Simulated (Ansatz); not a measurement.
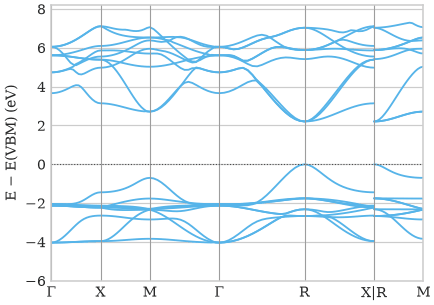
Figure. Band structure from DFT-PBE in the program Ansatz with PAW potentials

Q: Read off the gap and where the band edges lie.

A: About 2.2 eV (2.21 eV by a search for the band edges); maximum at R, minimum at R.

The material is CsPbCl₃ (cubic perovskite, Pm-3m).

This is a known high-temperature phase of the composition, computed here at zero pressure and temperature. Symmetry was held in the PBE relaxation; phonons on a q-mesh show weakly imaginary modes. Scalar-relativistic: spin–orbit coupling is off unless named, which matters more the heavier the elements.

Potentials: the later of the program's two PAW sets.
